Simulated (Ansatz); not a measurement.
Consider C$_{5}$H$_{18}$N$_{4}$Zr.

Input file:

```
crystal:
  periodic: [false, false, false]
  atoms:
    - {symbol: C, position_ang: [-1.062140, 1.249491, -2.853938]}
    - {symbol: N, position_ang: [-0.290716, 0.277799, -2.110259]}
    - {symbol: Zr, position_ang: [-0.172559, 0.235904, -0.058343]}
    - {symbol: N, position_ang: [-2.057331, -0.168898, 0.640702]}
    - {symbol: C, position_ang: [-3.090042, -0.980465, 0.033551]}
    - {symbol: N, position_ang: [0.425318, 2.031515, 0.748878]}
    - {symbol: C, position_ang: [1.432216, 2.311275, 1.749967]}
    - {symbol: N, position_ang: [1.105627, -1.244402, 0.517682]}
    - {symbol: C, position_ang: [0.953322, -2.468685, 1.253349]}
    - {symbol: C, position_ang: [2.466038, -0.994172, 0.108048]}
    - {symbol: H, position_ang: [-0.440801, 1.913740, -3.469810]}
    - {symbol: H, position_ang: [-1.807948, 0.785069, -3.512532]}
    - {symbol: H, position_ang: [-1.621571, 1.894065, -2.164876]}
    - {symbol: H, position_ang: [0.196735, -0.356534, -2.728609]}
    - {symbol: H, position_ang: [-2.402882, 0.298618, 1.469481]}
    - {symbol: H, position_ang: [-3.410258, -1.808152, 0.680595]}
    - {symbol: H, position_ang: [-3.986381, -0.402531, -0.228735]}
    - {symbol: H, position_ang: [-2.716397, -1.425159, -0.893361]}
    - {symbol: H, position_ang: [0.049351, 2.895471, 0.374718]}
    - {symbol: H, position_ang: [1.028215, 2.857154, 2.612891]}
    - {symbol: H, position_ang: [2.275039, 2.895919, 1.356540]}
    - {symbol: H, position_ang: [1.845576, 1.374160, 2.134629]}
    - {symbol: H, position_ang: [1.263210, -3.343166, 0.660648]}
    - {symbol: H, position_ang: [-0.090080, -2.609759, 1.541752]}
    - {symbol: H, position_ang: [1.560837, -2.471793, 2.171676]}
    - {symbol: H, position_ang: [3.151763, -0.917118, 0.965770]}
    - {symbol: H, position_ang: [2.542811, -0.046588, -0.445512]}
    - {symbol: H, position_ang: [2.853047, -1.782780, -0.554891]}
basis:
  gaussian: {orbitals: def2-TZVPP}
hamiltonian: {xc: pbe0, dispersion: d4}
output: {orbitals: {seedname: orbitals}}
```

Launched as:

```sh
ansatz run in.yaml --threads 4 --pin off --events-out ev --progress --plain --max-ram 66560MiB --backend cuda --devices 0, --max-vram 37GiB
```

Geometry: PBE0-D4/def2-TZVP; core potentials replace the inner electrons of Zr.

The calculation used RKS PBE0-D4/def2-TZVPP in Ansatz 0.2.0.

**What will maps of the electron density and electron localisation function show?**

C–N (1.44 Å): the density is about 2 e/Å³ at the midpoint; the ELF peaks at about 0.90 between the atoms, as expected for a shared electron pair.
Zr–N (2.04 Å): ρ is about 0.82 e/Å³ halfway; the ELF peaks at about 0.90 in the valence shell of N, 0.6 Å from its nucleus, and is about 0.30 at the midpoint.
C–Zr (2.92 Å): ρ at the midpoint is about 0.36 e/Å³; the ELF is about 0.30 at the midpoint.
C–H (1.09 Å): ρ is about 2 e/Å³ halfway; the ELF climbs to about 1 towards the hydrogen, as it does in any bond to H; a covalent bond by its length.

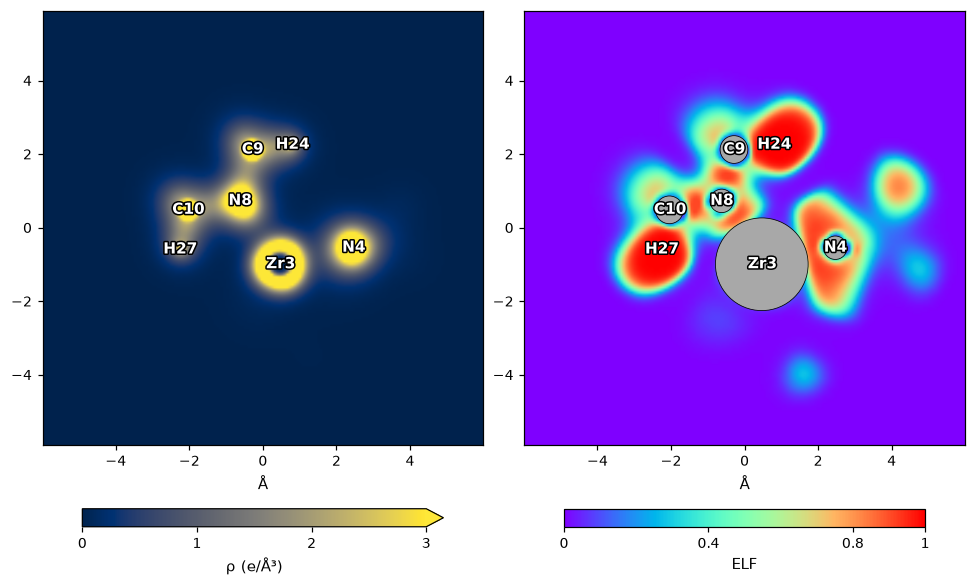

Computed electron density and electron localisation function on the plane of atoms Zr3, C10 and N8, in this order. Grey discs cover the atomic cores in the ELF map. 
